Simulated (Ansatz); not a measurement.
System (SMILES): N([O])=O, doublet.
Atoms: N1, O2, O3. Bonds: N1-O2, N1-O3.

Basis-set convergence of the harmonic zero-point energy at HF with Ansatz (a quantum-chemistry and plane-wave program). Each level at its own minimum, finite differences of forces, unscaled; the reference is a large set that could be run, not a limit. All functions are spherical. The program fits the integrals of some runs and decomposes those of others, by size. Open shells are unrestricted. No added dispersion term, no relativity. Reference: the value in def2-QZVPP, 6.15 kcal/mol, itself unsure by roughly 0.01 kcal/mol (its mean distance from cc-pVQZ, aug-pcseg-2, aug-cc-pVTZ). Deviations are taken from unrounded values.

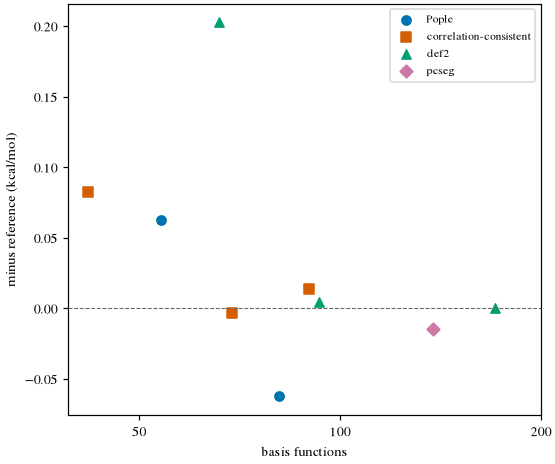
Fig. 1. Deviation from the reference against the number of basis functions, by family of sets.

```
basis            functions  harmonic zero-point energy (kcal/mol)  minus reference (kcal/mol)
---------------  ---------  -------------------------------------  --------------------------
cc-pVDZ                 42                                   6.23                        0.08
6-311G**                54                                   6.21                        0.06
def2-SVPD               66                                   6.35                        0.20
aug-cc-pVDZ             69                                   6.14                        0.00
6-311++G(2d,2p)         81                                   6.08                       -0.06
cc-pVTZ                 90                                   6.16                        0.01
def2-TZVPP              93                                   6.15                        0.00
aug-pcseg-2            138                                   6.13                       -0.01
def2-QZVPP             171                                   6.15                        0.00
```
